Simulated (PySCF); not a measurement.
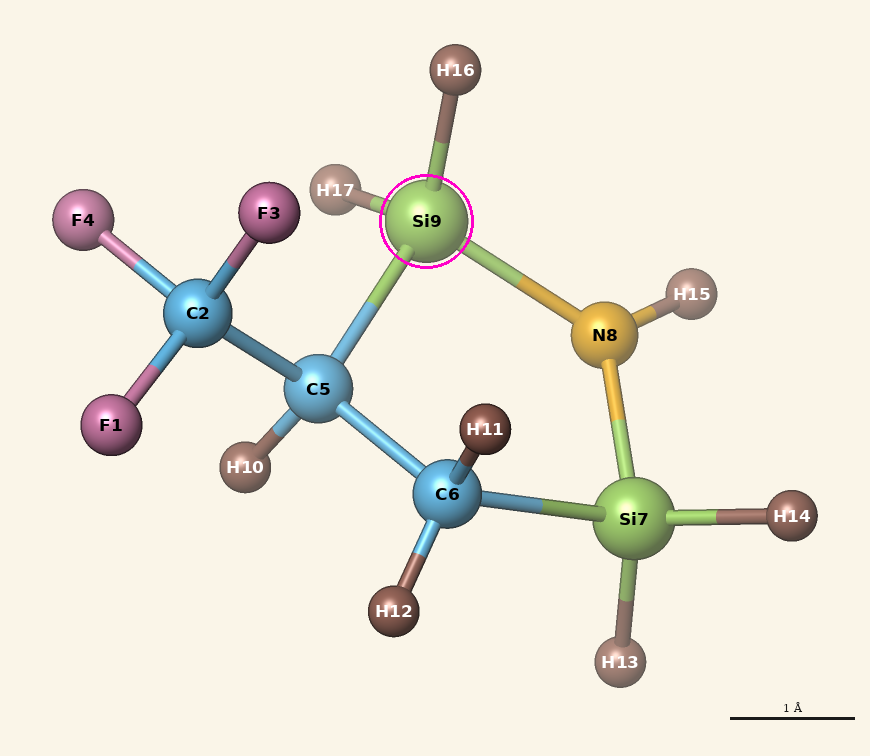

Orthographic view. Atoms fade into the background with distance from the viewer. Computed geometry: GFN2-xTB optimisation. No frequency run is at hand to confirm it as a minimum.

> Name the neighbours of the circled atom.

The circled atom is Si9; it is bonded to C5, N8, H16, H17.

> Of Si7 and H13, which is nearer the viewer?

Si7; the bond to H13 points away from the viewer, so it looks shorter than its 1.47 Å.

> What is the shortest path along bonds from the circled atom to F1?

Si9–C5–C2–F1, 3 bonds; through space the two are 4.06 Å apart.
